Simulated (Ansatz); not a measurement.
# Fields on a plane of TiSi2 (C54 type, space group Fddd)

```yaml
crystal:
  lattice:
    - [0.00000, 4.11477, 4.26030]
    - [2.38957, 0.00000, 4.26030]
    - [2.38957, 4.11477, 0.00000]
  atoms:
    - { symbol: Si, position: [0.66253, 0.33747, 0.66253] }
    - { symbol: Si, position: [0.33747, 0.66253, 0.33747] }
    - { symbol: Si, position: [0.58747, 0.91253, 0.58747] }
    - { symbol: Si, position: [0.91253, 0.58747, 0.91253] }
    - { symbol: Ti, position: [0.00000, 0.00000, 0.00000] }
    - { symbol: Ti, position: [0.25000, 0.25000, 0.25000] }
```

The slice is a (110) plane (indices of the conventional cell) through the point (0.250, 0.250, 0.250) (fractional), spanned by u = [1 -1 0] and v = [1 1 -1] in vectors of this cell: u (4.76 Å) and v (8.52 Å, at 90° to u). It covers one period; positions are fractions (u, v).

Atoms on it: Ti at (0.50, 0.25); Ti at (0.00, 0.00). Other atoms lie within 1 Å of the plane.

These are r2SCAN (plane waves to 500 eV, PAW, scalar-relativistic; Ansatz, an electronic-structure program) values and carry that method's errors. k mesh 13×13×13. Near the nuclei the fields are pseudised (PAW); where an atom keeps semicore shells as valence, they peak there. TiSi2 is run without spin polarisation. TiSi2 was relaxed with its symmetry unable to fall.

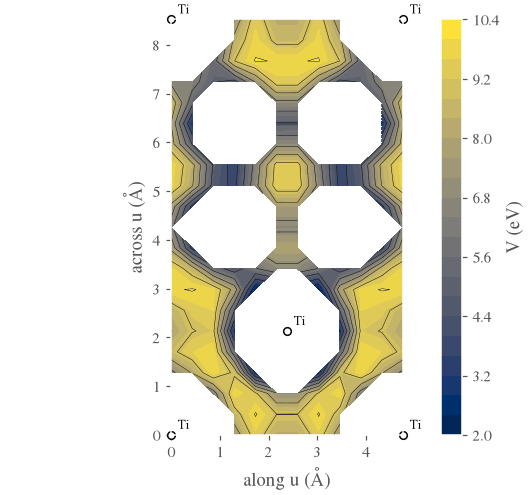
Fig. 1. Electrostatic potential energy of an electron, from the cell's mean, in eV, one period of the plane, atoms marked. Points within 1 Å of a nucleus are left white, as the pseudised field means little there. The zero, the cell's mean, hangs on the PAW cores.

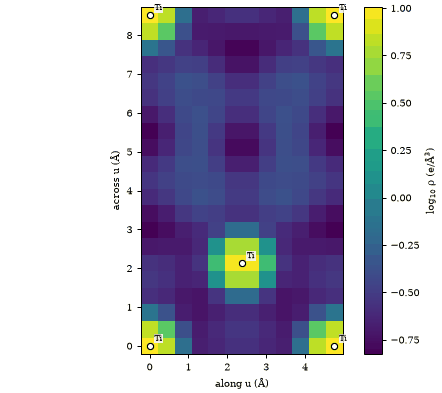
Fig. 1. Log₁₀ of the valence density in e/Å³, one period of the plane, atoms marked. The scale is logarithmic, as a density can span decades between atoms and voids.
